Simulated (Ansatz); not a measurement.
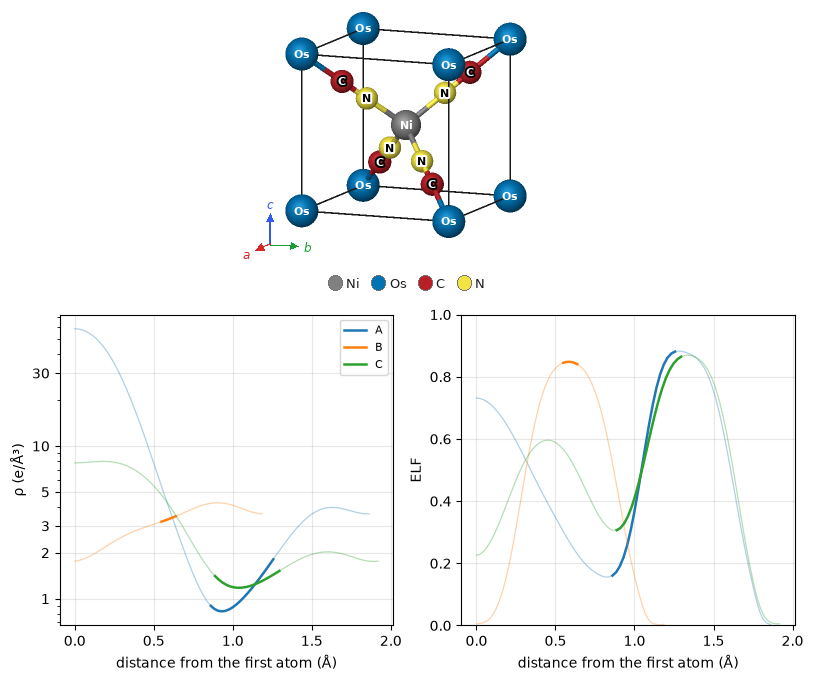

Figure 1: NiOsC$_{4}$N$_{4}$. Valence electron density and ELF along straight lines between neighbouring atoms. Thin, pale parts lie inside the atomic spheres. The structure is drawn too.

Space group P-43m; a structure generated by program, which may or may not match a known phase; computed without spin polarisation.

Level of theory: DFT PBE, scalar-relativistic, plane waves, PAW in Ansatz 0.2.0.

Core electrons are frozen (PAW), and the valence fields are smoothed inside the atomic spheres.

Which curve belongs to which contact (C–N, Ni–N and Os–C)? The first atom named is at distance zero.

Answer. Curve A: Ni–N (1.86 Å): ρ is about 0.83 e/Å³ halfway; the ELF peaks at about 0.90 in the valence shell of N, 0.6 Å from its nucleus, and is about 0.20 at the midpoint. Curve B: C–N (1.19 Å): ρ is about 3.3 e/Å³ halfway; the ELF peaks at about 0.85 between the atoms (inside overlapping PAW spheres, so only a guide): a multiple bond. Curve C: Os–C (1.92 Å): ρ at the midpoint is about 1.2 e/Å³; the ELF peaks at about 0.85 in the valence shell of C, 0.6 Å from its nucleus, and is about 0.35 at the midpoint.
